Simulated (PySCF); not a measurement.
C4H6NSi (doublet)

```xyz
12

N     2.0195    0.0930    0.6604
Si    0.6660   -0.4960   -0.2309
C    -0.7640   -0.9790    0.9809
C    -1.8171   -0.3021    0.6058
C    -1.7383    0.6226   -0.4985
C    -0.5342    0.6962   -1.0885
H     1.8546    0.7189    1.4328
H     2.8379    0.3852    0.1515
H     1.1395   -1.5849   -1.0802
H    -0.7016   -1.6957    1.7763
H    -2.6031    1.1958   -0.8019
H    -0.3580    1.3453   -1.9339
```

Geometry: GFN2-xTB.

Level of theory: UKS B3LYP, pcH-1 on C H N Si, non-relativistic, mean-field spin-orbit, GIAO in PySCF 2.14.0, density-fitted response routines.

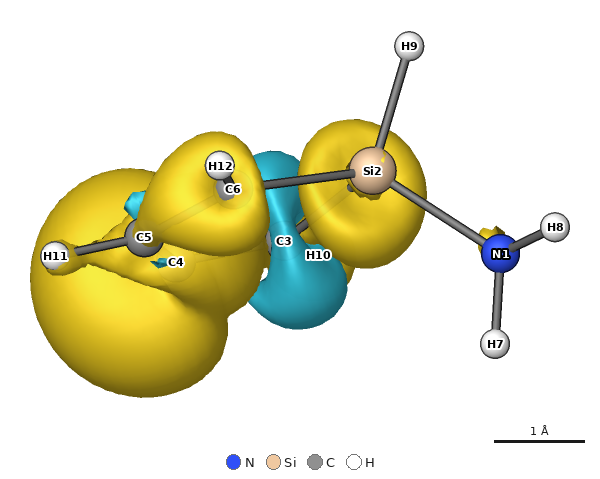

Figure 1. Isosurfaces of the spin density (α minus β) at +0.015 (yellow) and −0.015 e/Å³ (cyan), seen from one side.

### Which atoms carry the spin?

The unpaired spin (1 electron) lies mostly on C4 (about 0.7), in electrons by Hirshfeld's partition.

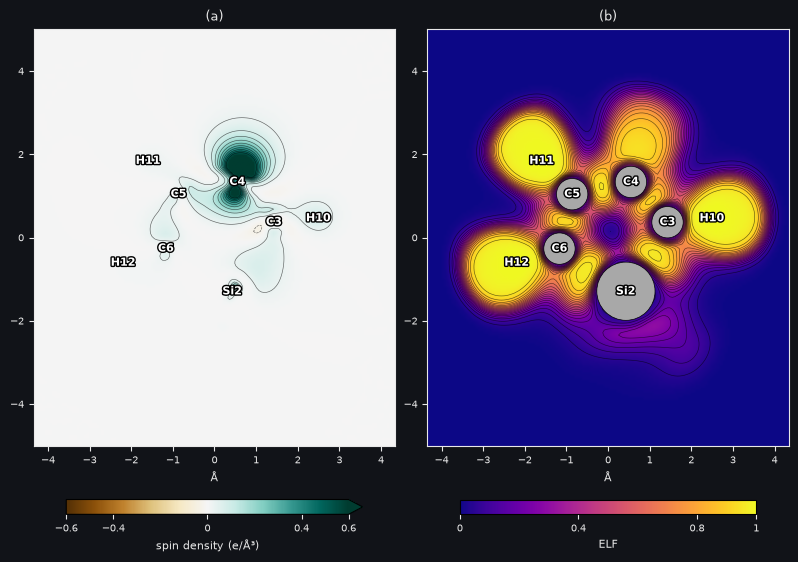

Figure 2. (a) spin density; (b) ELF on the plane of atoms C5, C6 and H12. Grey discs cover the atomic cores in the ELF map.

### Describe what can be read from this map.

- Atoms in the plane: Si, C and H.
- C–C (1.31 Å): the ELF peaks at about 0.90 between the atoms (a short, multiple covalent bond).
- C–Si (1.90 Å): the ELF peaks at about 0.95 between the atoms: a shared electron pair.
- C–C (1.44 Å): the ELF peaks at about 0.95 between the atoms: localised, covalent bonding.
- C–H (1.07 Å): the ELF climbs to about 1 towards the hydrogen, as it does in any bond to H; an ordinary covalent bond to hydrogen.
- The ELF also peaks beside C4, away from the bonds: non-bonding electrons, paired or unpaired.

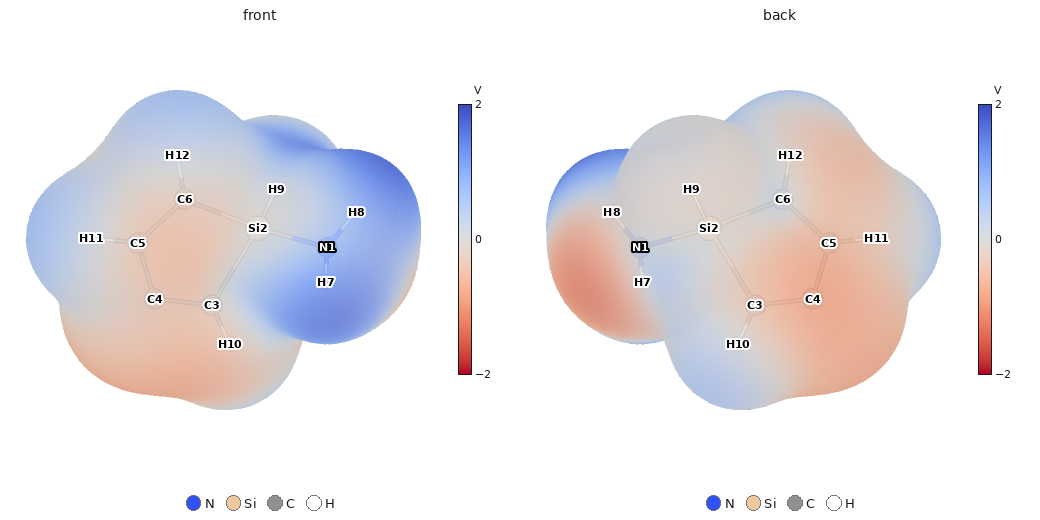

Figure 3. The electrostatic potential painted on the density surface at 0.001 e/bohr³, seen from the front and from behind; the colour scale runs from red (negative) to blue (positive).

### Which sites attract a positive test charge, and which a negative one?

A positive charge is drawn to the negative regions and a negative charge to the positive ones. The most negative region (about −1.0 V, or −23 kcal/mol for a unit charge) lies over N1, the most positive (about +1.5 V, or +35 kcal/mol for a unit charge) over H8. N1 is the likeliest acceptor of a hydrogen bond.
